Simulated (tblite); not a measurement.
# C4H9BO3: the cost of one run

Programs: tblite 0.8.0 and PySCF 2.14.0, with density-fitted response routines of our own. Each step states its level of theory. These are calculated values for one molecule in the gas phase, unless marked as measured. Atoms count from 0, in the outputs and in this text.

### 1 The starting structure

17 atoms, charge 0, multiplicity 1; geometry from: force field or distance geometry start.

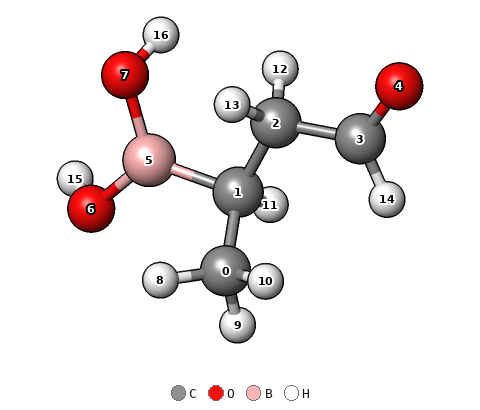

The starting geometry (carbon grey, oxygen red, boron pink, hydrogen white), atoms numbered.

### 2 Optimising the geometry with GFN2-xTB

What the job is given:

```
{"job": {"kind": "relax", "xc": "GFN2-xTB", "basis": "xTB"}, "charge": 0, "multiplicity": 1}
C     -0.179500     1.639100     0.433500
C      0.109700     0.272000    -0.060900
C     -0.870400    -0.798700     0.280500
C     -2.245700    -0.588400    -0.245700
O     -3.169700    -1.400600    -0.032000
B      1.477200    -0.177100     0.617800
O      2.704200     0.583500     0.532500
O      1.540600    -1.474700     1.311800
H      0.398500     1.916400     1.357900
H      0.117100     2.415500    -0.319600
H     -1.240100     1.861600     0.653400
H      0.337500     0.316300    -1.151100
H     -0.510900    -1.749100    -0.139800
H     -0.858100    -0.937300     1.388600
H     -2.426100     0.328800    -0.820200
H      3.426600     0.025800     0.148700
H      1.382100    -2.221100     0.684200
```

Run with:

```sh
$ OMP_NUM_THREADS=1 python probes_run.py task.json out
```

One launch serves the whole session: the jobs run in the order shown.

Q: Estimate the wall time and peak memory of this first job on 1 thread of Arm Neoverse N1, shared host.

About 1.1 s, with a peak of 0.18 GiB.
